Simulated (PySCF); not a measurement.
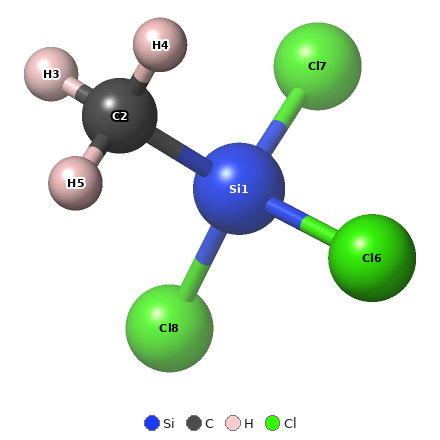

CH₃Cl₃Si (SiMeCl3), SMILES C[Si](Cl)(Cl)Cl. Vertical core-electron binding energies by ΔSCF (SCAN, pcX-2 on the ionised atom, pcseg-1 elsewhere, spin-free X2C; PySCF, at a PBE0-D3(BJ)/def2-SVP geometry (no frequency check)), gas phase, against the vacuum level. One atom of each kind was ionised; within a panel, areas follow the number of like atoms and 2j + 1 (2p levels are split by first-order spin-orbit coupling, an approximation), each panel is scaled alone, Gaussians of 0.6 eV full width. Only the regions named are shown.

### Predict the Cl 2p, Si 2p and Cl 1s photoelectron lines.

| level | atoms | binding energy (eV) |
| --- | --- | --- |
| Cl 2p1/2 | Cl6, Cl7, Cl8 | 208.1 |
| Cl 2p3/2 | Cl6, Cl7, Cl8 | 206.4 |
| Si 2p1/2 | Si1 | 110.0 |
| Si 2p3/2 | Si1 | 109.3 |
| Cl 1s | Cl6, Cl7, Cl8 | 2829.0 |

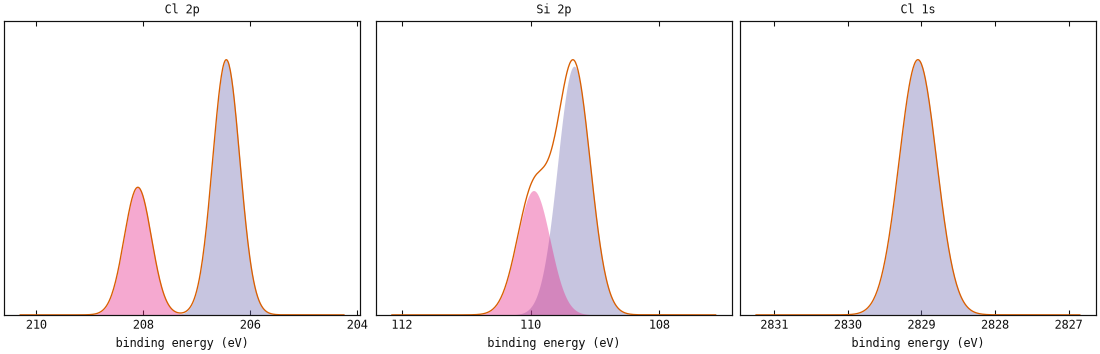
